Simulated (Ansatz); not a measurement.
**The cluster B5 (doublet): a spread of methods and bases**

How do the results and run time of the cluster B5 (doublet) respond when the settings are drawn wide?

Computed with Ansatz 0.2.0, Gaussian basis. Level: the settings change from run to run.

1 further run of the same task is left out (it didn't finish).

### 1 The relaxed structure

An earlier PBE-D4/def2-SVP relaxation fixed the geometry.

5 atoms, charge 0, spin multiplicity 2.

Atoms are counted from 1 here; the program's logs count them from 0.

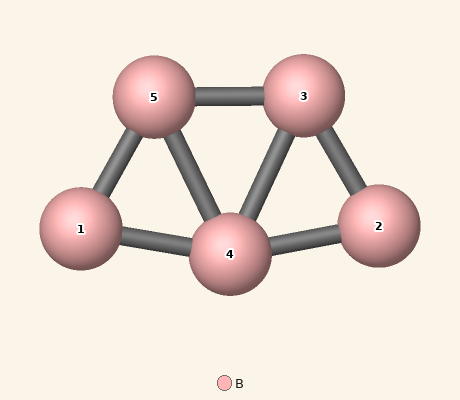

The geometry (boron pink); atoms are numbered from 1 in the order of the file.

### 2 PBE/6-31G

Options: charge +1, multiplicity 1, a grid of angular degree 47.

Input file in.yaml:

```yaml
crystal:
  periodic: [false, false, false]
  atoms:
    - {symbol: B, position_ang: [-1.496913, -0.694550, -0.124495]}
    - {symbol: B, position_ang: [1.630420, -0.282437, 0.027995]}
    - {symbol: B, position_ang: [0.663921, 0.974962, 0.121220]}
    - {symbol: B, position_ang: [0.104370, -0.766880, -0.068404]}
    - {symbol: B, position_ang: [-0.901797, 0.768895, 0.043685]}
basis:
  gaussian: {orbitals: 6-31G, final_grid: {core_spheres: 20, valence_spheres: 16, degree: 47}}
total_charge: 1
hamiltonian: {xc: {name: PBE}}
scf: {omitted_lower_state_checks: [starts]}
output: {forces: true}
```

Run with:

```
ansatz run in.yaml --threads 4 --pin off --events-out ev --progress --plain --max-ram 3916MiB
```

Log:

```text
Functional definition: PBE
  name "PBE"
  cite "Perdew, Burke & Ernzerhof, Phys. Rev. Lett. 77, 3865 (1996) doi:10.1103/PhysRevLett.77.3865"
  parent pbe
  parameter kappa = 0.804
  parameter beta = 0.06672455060314922
  exchange = pbe_x(kappa = kappa, mu = beta*pi^2/3)
  correlation = pbe_c(beta = beta)
these checks for a lower state are left out or cut short: starts
630 factors; integrals over basis functions are off by at most 1.4e-4 eV
mean field evaluation 1: about -3350.6343 eV, gradient 4.4e1 eV
mean field evaluation 2: about -3307.8332 eV, gradient 1.1e2 eV
mean field evaluation 4: about -3358.0413 eV, gradient 1.1e1 eV
mean field evaluation 8: about -3358.5219 eV, gradient 5.2e-2 eV
mean field evaluation 16: about -3358.5147 eV, gradient 1.2e-5 eV
mean field -3358.51467825 eV, -123.4231379426 hartree, gradient 1.2e-5 eV, S^2 0.000000; 0 other end points of the search recorded, 0 dependent functions left out
the calculation of the forces begins
reference -3358.51470476 eV, -123.4231389168 hartree; 12, 12 occupied and 33, 33 virtual orbitals, 630 factors
Total energy: -3358.51470476 eV, -123.4231389168 hartree
Atom 0 at    -1.496913    -0.694550    -0.124495 Å, force     0.965326     0.422799     0.087841 eV/Å
Atom 1 at     1.630420    -0.282437     0.027995 Å, force    -1.046911     0.155480    -0.008499 eV/Å
Atom 2 at     0.663921     0.974962     0.121220 Å, force     0.122160     0.917059     0.088326 eV/Å
Atom 3 at     0.104370    -0.766880    -0.068404 Å, force     0.322511    -2.345665    -0.235644 eV/Å
Atom 4 at    -0.901797     0.768895     0.043685 Å, force    -0.363085     0.850327     0.067976 eV/Å
Dipole moment:     0.017554    -0.128656    -0.013618 e Å
Checks for a lower state left out: starts
```

It took 0.95 s on 4 threads of Arm Neoverse N1, shared host.

Largest force 2.379 eV/Å.

### 3 PBEsol/6-31G*

Options: D4 dispersion, relativity set to scalar.

Changes to in.yaml since step 2:

```diff
@@ -9,6 +9,5 @@
 basis:
-  gaussian: {orbitals: 6-31G, final_grid: {core_spheres: 20, valence_spheres: 16, degree: 47}}
-total_charge: 1
-hamiltonian: {xc: {name: PBE}}
+  gaussian: {orbitals: "6-31G*"}
+magnetization: {spin_polarized: true, initial_magnetization: 1}
+hamiltonian: {xc: {name: PBEsol}, dispersion: d4, pseudopotentials: {relativity: scalar}}
 scf: {omitted_lower_state_checks: [starts]}
-output: {forces: true}
```

Launched as before.

Log:

```text
Functional definition: PBEsol
  name "PBEsol"
  cite "Perdew et al., Phys. Rev. Lett. 100, 136406 (2008) doi:10.1103/PhysRevLett.100.136406"
  cite "Perdew, Burke & Ernzerhof, Phys. Rev. Lett. 77, 3865 (1996) doi:10.1103/PhysRevLett.77.3865"
  parent pbesol
  exchange = pbesol_x
  correlation = pbesol_c
these checks for a lower state are left out or cut short: starts
685 factors; their error is unknown
mean field evaluation 1: about -3347.0125 eV, gradient 2.6e1 eV
mean field evaluation 2: about -3338.3195 eV, gradient 4.2e1 eV
mean field evaluation 4: about -3351.5612 eV, gradient 6.4e0 eV
mean field evaluation 8: about -3351.8891 eV, gradient 2.0e-1 eV
mean field evaluation 16: about -3351.8063 eV, gradient 1.8e-3 eV
mean field -3351.80626648 eV, -123.1766083571 hartree, gradient 7.8e-6 eV, S^2 0.848798; 0 other end points of the search recorded, 0 dependent functions left out
reference -3351.80629924 eV, -123.1766095612 hartree; 13, 12 occupied and 62, 63 virtual orbitals, 685 factors
Total energy: -3351.84659213 eV, -123.1780902974 hartree
Relativity: scalar
Checks for a lower state left out: starts
```

Run time: 1.1 s. Hardware: 4 threads of Arm Neoverse N1, shared host.

⟨S²⟩ 0.849.

### 4 wB97X-V/6-31G*

This run has a grid of angular degree 23.

Changes to in.yaml since step 3:

```diff
@@ -9,5 +9,5 @@
 basis:
-  gaussian: {orbitals: "6-31G*"}
+  gaussian: {orbitals: "6-31G*", final_grid: {core_spheres: 8, valence_spheres: 7, degree: 23}}
 magnetization: {spin_polarized: true, initial_magnetization: 1}
-hamiltonian: {xc: {name: PBEsol}, dispersion: d4, pseudopotentials: {relativity: scalar}}
-scf: {omitted_lower_state_checks: [starts]}
+hamiltonian: {xc: {name: wB97X-V}}
+output: {forces: true}
```

Same command.

Log, shortened:

```text
Functional definition: wB97X-V
  name "wB97X-V"
  cite "Mardirossian & Head-Gordon, Phys. Chem. Chem. Phys. 16, 9904 (2014) doi:10.1039/C3CP54374A"
  cite "Becke, J. Chem. Phys. 107, 8554 (1997) doi:10.1063/1.475007"
  cite "Vydrov & Van Voorhis, J. Chem. Phys. 133, 244103 (2010) doi:10.1063/1.3521275"
[...]
      + integral(e_c_pw_opposite_spin*poly(b97_u_opposite, cos0, cos1)) + vv10(b, c)
700 factors; integrals over basis functions are off by at most 1.5e-3 eV
185 factors; integrals over basis functions are off by at most 4.4e-6 eV
[...]
mean field -3371.95971753 eV, -123.9172340227 hartree, gradient 6.2e-5 eV, S^2 1.010031; 2 other end points of the search recorded, 0 dependent functions left out
[...]
reference -3371.95971681 eV, -123.9172339965 hartree; 13, 12 occupied and 62, 63 virtual orbitals, 700 factors
Total energy: -3371.95971681 eV, -123.9172339965 hartree
Atom 0 at    -1.496913    -0.694550    -0.124495 Å, force     0.407879     0.367884     0.058101 eV/Å
Atom 1 at     1.630420    -0.282437     0.027995 Å, force    -0.493722     0.246891     0.016328 eV/Å
Atom 2 at     0.663921     0.974962     0.121220 Å, force    -0.484397    -0.529488    -0.074134 eV/Å
Atom 3 at     0.104370    -0.766880    -0.068404 Å, force    -0.039186     0.303429     0.015191 eV/Å
Atom 4 at    -0.901797     0.768895     0.043685 Å, force     0.609425    -0.388716    -0.015486 eV/Å
Dipole moment:    -0.012073     0.087644     0.009718 e Å
```

Wall time 3.1 s (4 threads of Arm Neoverse N1, shared host).

Largest force 0.723 eV/Å, dipole 0.43 D, ⟨S²⟩ 1.010. The spin excess of 0.26 shows a contaminated determinant.

### 5 B2PLYP/cc-pVDZ

Changes to in.yaml since step 4:

```diff
@@ -9,5 +9,5 @@
 basis:
-  gaussian: {orbitals: "6-31G*", final_grid: {core_spheres: 8, valence_spheres: 7, degree: 23}}
+  gaussian: {orbitals: cc-pVDZ}
 magnetization: {spin_polarized: true, initial_magnetization: 1}
-hamiltonian: {xc: {name: wB97X-V}}
-output: {forces: true}
+hamiltonian: {xc: {name: B2PLYP}}
+scf: {omitted_lower_state_checks: [starts]}
```

Same command.

Log, shortened:

```text
Functional definition: B2PLYP
  name "B2PLYP"
  cite "Grimme, J. Chem. Phys. 124, 034108 (2006) doi:10.1063/1.2148954"
  cite "Becke, Phys. Rev. A 38, 3098 (1988) doi:10.1103/PhysRevA.38.3098"
  cite "Lee, Yang & Parr, Phys. Rev. B 37, 785 (1988) doi:10.1103/PhysRevB.37.785"
[...]
665 factors; integrals over basis functions are off by at most 5.5e-4 eV
[...]
mean field -3365.97834328 eV, -123.6974225734 hartree, gradient 6.2e-6 eV, S^2 1.126127; 0 other end points of the search recorded, 0 dependent functions left out
5 core orbitals not correlated: weight in the atoms' cores, before any rotation towards them, 1.000 or more for the frozen orbitals, at most 0.000 for the correlated occupied ones
reference -3365.97847675 eV, -123.6974274785 hartree; 8, 7 occupied and 57, 58 virtual orbitals, 665 factors
second order -12.66113838 eV of doubles, -0.00000000 eV of singles
Total energy: -3369.39698412 eV, -123.8230553070 hartree
Checks for a lower state left out: starts
```

Wall time 1.8 s (4 threads of Arm Neoverse N1, shared host).

⟨S²⟩ 1.126. The spin excess of 0.38 shows a contaminated determinant.

### 6 All runs side by side

```
         level  charge  multiplicity  geometry  functions  energy (eV)    time
     PBE/6-31G       1             1   relaxed         45    -3358.515  0.95 s
 PBEsol/6-31G*       0             2   relaxed         75    -3351.847   1.1 s
wB97X-V/6-31G*       0             2   relaxed         75    -3371.960   3.1 s
B2PLYP/cc-pVDZ       0             2   relaxed         70    -3369.397   1.8 s
```

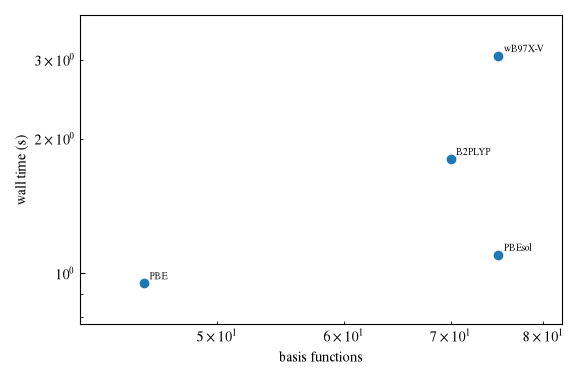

Wall time against the number of basis functions (shared host).

### 7 What came out

```
                                         quantity                  value
                                             runs                      4
                                         quickest      PBE/6-31G, 0.95 s
                                          slowest  wB97X-V/6-31G*, 3.1 s
spread of total energies, same state and geometry                20.1 eV
```

**Reading.** wB97X-V/6-31G* took 3 times as long as PBE/6-31G. The jobs differ in tasks and options as well as level. Total energies at one charge and spin differ by 20 eV between levels, so only differences within one level mean anything. At the PBE-D4/def2-SVP geometry and in the same state, runs without warnings or point charges leave forces up to 0.72 eV/Å (wB97X-V/6-31G*).
